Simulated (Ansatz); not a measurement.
# ZnCu2SnS4: Sn → Pb

Base system: ZnCu₂SnS₄ (space group I-4, No. 82; a = 5.374 Å, c = 10.754 Å).

It is then changed as follows: full substitution Sn → Pb, then cell and atoms are relaxed.

Computed with Ansatz (a program for electronic structure), PBEsol, PAW, cutoff 420 eV, scalar-relativistic without spin-orbit coupling, earlier PAW set. Settings: 12×12×12 k-points, 0.05 eV Fermi–Dirac smearing, for the changed cell.

```tsv
quantity	base	changed	shift
volume per atom	19.41 Å³	20.18 Å³	+0.77 Å³
density	4.70 g/cm³	5.43 g/cm³	+0.73 g/cm³
c/a ratio	2.001	2.000	-0.001
space group	I-4 (No. 82)	I-4 (No. 82)	–
shortest interatomic distance	2.272 Å	2.260 Å	-0.0114 Å
band gap (uncertain: the Fermi level lies in a band; the base alone)	0.11 eV	zero	–
```

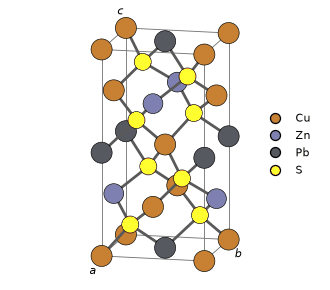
*The relaxed conventional cell after the change*

Spin-orbit coupling, missing from the scalar runs, can matter with Pb. Stability against distortions was not tested. As relaxed here, ZnCu2PbS4 is a hypothetical phase, not in the database extracts checked. All final runs are without spin polarisation. The zero or small gap of ZnCu2SnS4 can change with the level of theory.
